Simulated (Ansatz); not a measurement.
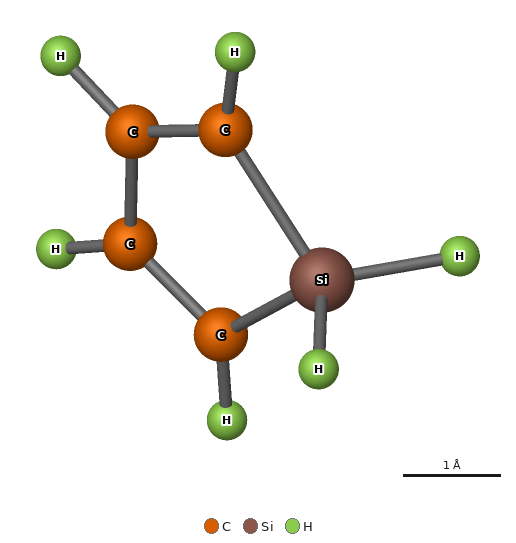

Figure 1. The structure (ball-and-stick view, seen at a tilt).

**Run report: C₄H₆Si, single-point calculation**

System: C₄H₆Si.
Method: RKS B97M-V/def2-TZVPP (Ansatz 0.2.0).

The geometry comes from this level: PBE0-D4/def2-TZVP.

## What the program printed
```
Functional definition: B97M-V
  name "B97M-V"
  cite "Mardirossian & Head-Gordon, J. Chem. Phys. 142, 074111 (2015) doi:10.1063/1.4907719"
  cite "Becke, J. Chem. Phys. 107, 8554 (1997) doi:10.1063/1.475007"
  cite "Vydrov & Van Voorhis, J. Chem. Phys. 133, 244103 (2010) doi:10.1063/1.3521275"
  # Of w^i u^j: cxij and so on, Table III.
  parameter cx00 = 1.000
  parameter cx01 = 1.308
  parameter cx02 = 1.901
  parameter cx10 = 0.416
  parameter cx11 = 3.070
  parameter css00 = 1.000
  parameter css02 = -1.855
  parameter css10 = -5.668
  parameter css32 = -20.497
  parameter css42 = -20.364
  parameter cos00 = 1.000
  parameter cos01 = 1.573
  parameter cos03 = -6.298
  parameter cos10 = 2.535
  parameter cos32 = -6.427
  parameter b = 6.0
  parameter c = 0.01
  gx(w, u) = cx00 + cx01*u + cx02*u^2 + (cx10 + cx11*u)*w
  gss(w, u) = css00 + css02*u^2 + css10*w + (css32*w^3 + css42*w^4)*u^2
  gos(w, u) = cos00 + cos01*u + cos03*u^3 + cos10*w + cos32*w^3*u^2
  exchange = spin_sum(e_x_unif_s*gx(b97_w, b97_u_x))
  correlation = spin_sum(e_c_pw_mod_same_spin*gss(b97_w, b97_u_same))
      + integral(e_c_pw_mod_opposite_spin*gos(b97_w_opposite, b97_u_opposite)) + vv10(b, c)
1362 factors; their error is unknown
mean field evaluation 1: about -12111.6392 eV, gradient 6.4e1 eV
mean field evaluation 2: about -12093.9640 eV, gradient 1.0e2 eV
mean field evaluation 4: about -12121.8989 eV, gradient 1.3e1 eV
mean field evaluation 8: about -12122.3230 eV, gradient 3.8e-1 eV
mean field evaluation 16: about -12122.2838 eV, gradient 5.5e-4 eV
mean field -12122.28379931 eV, -445.4857128456 hartree, gradient 2.8e-5 eV, S^2 0.000000; 0 other end points of the search recorded, 0 dependent functions left out
reference -12122.28386384 eV, -445.4857152170 hartree; 22, 22 occupied and 228, 228 virtual orbitals, 1362 factors
Total energy: -12122.28386384 eV, -445.4857152170 hartree
```

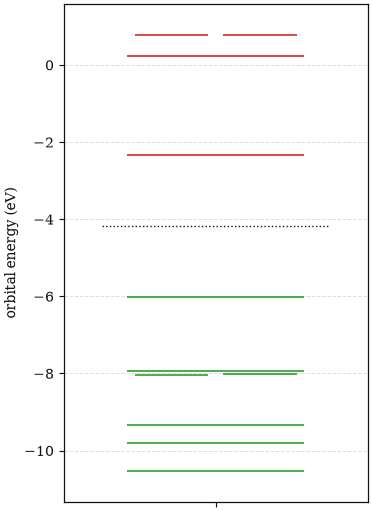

Figure 2. Orbital energies near the frontier; the dotted line parts filled from empty levels, and levels within 0.02 eV of each other stand side by side. Highest filled −6.01 eV, lowest empty −2.33 eV, 3.68 eV apart.

This output came from the following input.

## The input
```yaml
crystal:
  periodic: [false, false, false]
  atoms:
    - {symbol: C, position_ang: [-1.139180, 0.658424, -0.195778]}
    - {symbol: C, position_ang: [-0.828894, 0.230918, 1.037782]}
    - {symbol: Si, position_ang: [0.815359, -0.633766, 0.901448]}
    - {symbol: C, position_ang: [0.934531, -0.314177, -0.929807]}
    - {symbol: C, position_ang: [-0.173821, 0.360031, -1.272897]}
    - {symbol: H, position_ang: [-2.050560, 1.202856, -0.430422]}
    - {symbol: H, position_ang: [-1.472293, 0.401493, 1.890877]}
    - {symbol: H, position_ang: [0.767546, -2.078037, 1.258731]}
    - {symbol: H, position_ang: [1.899595, 0.005761, 1.695986]}
    - {symbol: H, position_ang: [1.699337, -0.578952, -1.647995]}
    - {symbol: H, position_ang: [-0.386318, 0.688449, -2.287324]}
basis:
  gaussian: {orbitals: def2-TZVPP}
hamiltonian: {xc: {name: B97M-V}}
output: {orbitals: {seedname: orbitals}}
```

Launched with:
```bash
ansatz run in.yaml --threads 4 --pin off --events-out ev --progress --plain --max-ram 10444MiB
```

## Summary

```json
{"quantity": "outcome", "value": "converged"}
{"quantity": "total energy", "value": "−12122.2839 eV"}
{"quantity": "SCF solution under orbital rotations", "value": "stable"}
{"quantity": "HOMO", "value": "−6.01 eV"}
{"quantity": "LUMO", "value": "−2.33 eV"}
{"quantity": "hardware", "value": "4 threads of Intel Xeon @ 2.60GHz, 23 GiB of memory available, shared host"}
{"quantity": "wall time", "value": "6 s (CPU time 21 s)"}
{"quantity": "peak memory", "value": "0.42 GiB"}
```
